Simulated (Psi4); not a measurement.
# B3LYP/6-31G(d) (spherical functions) run of Si2NH7 (SMILES [SiH3]N[SiH3])

Aim: the energy change on altering one bond length of Si2NH7 at B3LYP/6-31G* (spherical functions), from 2 runs. 

Program for the calculation: Psi4 1.11.

## Step 1: The system as given

The species is Si2NH7 (10 atoms), meant as a singlet with charge 0. SMILES: `[SiH3]N[SiH3]`. Geometry: relaxed at PBE0-D4/def2-TZVP.

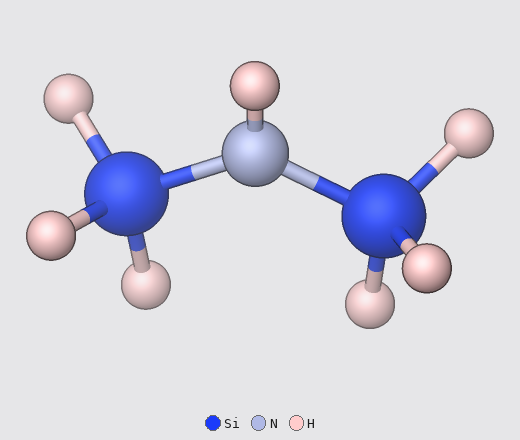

Viewed from a chosen angle; silicon blue, nitrogen light blue, hydrogen pink.

## Step 2: The energy at B3LYP/6-31G(d) (spherical functions)

input.json reads:

```json
{
 "schema_name": "qcschema_input",
 "schema_version": 1,
 "molecule": {
  "schema_name": "qcschema_molecule",
  "schema_version": 2,
  "symbols": ["Si", "N", "Si", "H", "H", "H", "H", "H", "H", "H"],
  "geometry": [-1.9706064, 1.4331494, -1.66294009, 0.22674824, 0.94563785, 0.69668533, 1.88184597, -1.76738526, 1.42748022, -2.5957467, -1.07196604, -2.75567422, -1.00586342, 3.10927978, -3.70875759, -4.29776633, 2.63344674, -0.63577946, 0.68406196, 2.48931733, 1.72520657, 0.7617297, -3.85936877, -0.06564909, 1.69553787, -2.34896737, 4.17312, 4.62005912, -1.56314366, 0.80630834],
  "molecular_charge": 0,
  "molecular_multiplicity": 1,
  "fix_symmetry": "c1"
 },
 "driver": "energy",
 "model": {
  "method": "b3lyp",
  "basis": "6-31G*"
 },
 "keywords": {
  "reference": "rks",
  "puream": true,
  "e_convergence": 1e-09,
  "d_convergence": 1e-08,
  "scf_type": "pk",
  "dft_radial_points": 99,
  "dft_spherical_points": 590,
  "scf_properties": ["MULLIKEN_CHARGES", "QUADRUPOLE", "MAYER_INDICES"]
 }
}
```

Run with:

```sh
$ psi4 --qcschema input.json -n 1 --memory 2200MB
```

stdout:

```text
[...]
  Running in c1 symmetry.
[...]
  Nuclear repulsion =  156.903590362256068
[...]
  Multiplicity = 1
[...]
  Nalpha       = 21
  Nbeta        = 21
[...]
    Number of basis functions: 64
[...]
   @RKS iter   1:  -637.69952412357770   -2.59137e-01   1.19444e-02 ADIIS/DIIS
[...]
   @RKS iter  10:  -637.97323825021908   -1.36424e-12   3.37665e-09 DIIS
[...]
    Orbital Energies [Eh]
    ---------------------
    Doubly Occupied:
       1A    -66.125295     2A    -66.125288     3A    -14.308576
       4A     -5.285821     5A     -5.285820     6A     -3.644486
       7A     -3.644477     8A     -3.643504     9A     -3.643488
      10A     -3.643023    11A     -3.643018    12A     -0.847313
      13A     -0.553399    14A     -0.537302    15A     -0.446033
      16A     -0.384396    17A     -0.369991    18A     -0.349093
      19A     -0.342225    20A     -0.334819    21A     -0.258157
[...]
  @RKS Final Energy:  -637.97323825021908
   => Energetics <=
    Nuclear Repulsion Energy =            156.9035903622560681
    One-Electron Energy =               -1193.3023225093384099
    Two-Electron Energy =                 439.9353289972035554
    DFT Exchange-Correlation Energy =     -41.5098351003404176
    Empirical Dispersion Energy =           0.0000000000000000
    VV10 Nonlocal Energy =                  0.0000000000000000
    Total Energy =                       -637.9732382502190831
[...]
 Multipole Moments:
 ------------------------------------------------------------------------------------
     Multipole            Electronic (a.u.)      Nuclear  (a.u.)        Total (a.u.)
 ------------------------------------------------------------------------------------
 L = 1.  Multiply by 2.5417464519 to convert [e a0] to [Debye]
 Dipole X            :          0.1835034           -0.0949108            0.0885926
 Dipole Y            :          0.7525278           -0.4571995            0.2953283
 Dipole Z            :          0.5506946           -0.3552558            0.1954388
 Magnitude           :                                                    0.3650531
 L = 2.  Multiply by 1.3450342976 to convert [e a0^2] to [Debye ang]
 Quadrupole XX       :       -183.7619137          155.7924007          -27.9695130
 Quadrupole XY       :        109.2330521         -108.7106591            0.5223930
[...]
  Mulliken Charges: (a.u.)
   Center  Symbol    Alpha    Beta     Spin     Total
       1    SI     6.75283  6.75283  0.00000  0.49434
       2     N     3.91167  3.91167  0.00000 -0.82333
       3    SI     6.75283  6.75283  0.00000  0.49435
       4     H     0.53870  0.53870  0.00000 -0.07740
       5     H     0.54465  0.54465  0.00000 -0.08930
       6     H     0.54307  0.54307  0.00000 -0.08615
       7     H     0.32983  0.32983  0.00000  0.34033
       8     H     0.53870  0.53870  0.00000 -0.07741
       9     H     0.54308  0.54308  0.00000 -0.08615
      10     H     0.54464  0.54464  0.00000 -0.08928
[...]
```

The result, in JSON:

```text
{
 "driver": "energy",
 "model": {
  "method": "b3lyp",
  "basis": "6-31G*"
 },
 "success": true,
 "return_result": -637.9732382502191,
 "properties": {
  "calcinfo_nbasis": 64,
  "calcinfo_nmo": 64,
  "calcinfo_nalpha": 21,
  "calcinfo_nbeta": 21,
  "calcinfo_natom": 10,
  "nuclear_repulsion_energy": 156.90359036225607,
  "return_energy": -637.9732382502191,
  "scf_one_electron_energy": -1193.3023225093384,
  "scf_two_electron_energy": 439.93532899720356,
  "scf_xc_energy": -41.50983510034042,
  "scf_dipole_moment": [0.08859260298734684, 0.29532829319598053, 0.1954388185295176],
  "scf_total_energy": -637.9732382502191,
  "scf_iterations": 10
 }
}
```

Wall time 16 s (1 thread of Intel Xeon at 2.70GHz, shared host); peak memory 1.2 GiB.

## Step 3: The distorted shape, same level

calc.inp reads:

```
memory 2200 MB

molecule {
  0 1
  Si    -0.924489     1.127710    -2.623546
  N      0.238301     0.869730    -1.374886
  Si     1.114141    -0.565940    -0.988166
  H     -1.255299    -0.197940    -3.201796
  H     -0.413969     2.014680    -3.706146
  H     -2.155969     1.762880    -2.079996
  H      0.480301     1.686610    -0.830616
  H      0.521401    -1.672970    -1.778296
  H      0.897240    -1.243020     2.208320
  H      2.563141    -0.457860    -1.316876
  symmetry c1
}

set {
  reference rks
  puream true
  e_convergence 1e-09
  d_convergence 1e-08
  scf_type pk
  dft_radial_points 99
  dft_spherical_points 590
}

energy_value, wavefunction = energy('b3lyp/6-31G*', return_wfn=True)
oeprop(wavefunction, 'MAYER_INDICES', 'QUADRUPOLE', 'DIPOLE', title='B3LYP')
```

Run with:

```sh
$ psi4 -i calc.inp -o calc.out -n 1
```

calc.out:

```text
[...]
  Running in c1 symmetry.
[...]
  Nuclear repulsion =  152.886275098246131
[...]
  Multiplicity = 1
[...]
  Nalpha       = 21
  Nbeta        = 21
[...]
    Number of basis functions: 64
[...]
   @RKS iter   1:  -637.44253537602322   -1.79226e-01   1.27655e-02 DIIS/ADIIS
[...]
   @RKS iter  15:  -637.81600283667274   -2.20552e-11   7.36378e-10 DIIS
[...]
    Orbital Energies [Eh]
    ---------------------
    Doubly Occupied:
       1A    -66.177810     2A    -66.143940     3A    -14.342395
       4A     -5.332913     5A     -5.304909     6A     -3.692749
       7A     -3.690627     8A     -3.689357     9A     -3.663811
      10A     -3.662381    11A     -3.661938    12A     -0.876055
      13A     -0.570314    14A     -0.557573    15A     -0.461639
      16A     -0.409510    17A     -0.386750    18A     -0.367788
      19A     -0.357144    20A     -0.300141    21A     -0.209955
[...]
  @RKS Final Energy:  -637.81600283667274
   => Energetics <=
    Nuclear Repulsion Energy =            152.8862750982461307
    One-Electron Energy =               -1184.1598834523342703
    Two-Electron Energy =                 434.8291286083981504
    DFT Exchange-Correlation Energy =     -41.3715230909828833
    Empirical Dispersion Energy =           0.0000000000000000
    VV10 Nonlocal Energy =                  0.0000000000000000
    Total Energy =                       -637.8160028366728511
[...]
 Multipole Moments:
 ------------------------------------------------------------------------------------
     Multipole            Electronic (a.u.)      Nuclear  (a.u.)        Total (a.u.)
 ------------------------------------------------------------------------------------
 L = 1.  Multiply by 2.5417464519 to convert [e a0] to [Debye]
 Dipole X            :          0.2122566           -0.1956003            0.0166562
 Dipole Y            :          1.4996042           -0.7715125            0.7280917
 Dipole Z            :         -2.1947663            1.1286124           -1.0661538
 Magnitude           :                                                    1.2911541
 L = 2.  Multiply by 1.3450342976 to convert [e a0^2] to [Debye ang]
 Quadrupole XX       :       -182.6961943          155.0859316          -27.6102627
 Quadrupole XY       :        109.8760337         -109.2034392            0.6725945
[...]
```

Wall time 24 s (1 thread of Intel Xeon at 2.70GHz, shared host); peak memory 1.1 GiB.

## Step 4: Outcome

At B3LYP/6-31G* (spherical functions):

```
                                                          quantity          value
                                         first shape: total energy  -637.97324 Eh
                                        first shape: dipole moment         0.93 D
                                          first shape: HOMO energy       -7.02 eV
                                          first shape: LUMO energy        0.21 eV
                                        first shape: HOMO–LUMO gap        7.24 eV
                                     distorted shape: total energy  -637.81600 Eh
                                    distorted shape: dipole moment         3.28 D
                                      distorted shape: HOMO energy       -5.71 eV
                                      distorted shape: LUMO energy       -3.24 eV
                                    distorted shape: HOMO–LUMO gap        2.48 eV
energy change with the Si3–H9 bond stretched from 1.488 to 3.275 Å       4.279 eV
```

In words: One bond (distorted shape) is far stretched, which a spin-restricted single reference describes badly; a broken-symmetry solution may lie lower. With the Si3–H9 bond stretched from 1.488 to 3.275 Å the energy rises by 4.28 eV (99 kcal/mol). The first shape isn't relaxed at this level, so the change isn't measured from a minimum. A restricted reference can't describe the breaking bond well at this length. Mulliken charges (first shape) run from -0.82 on N2 to +0.49 on Si3; they depend strongly on the basis.
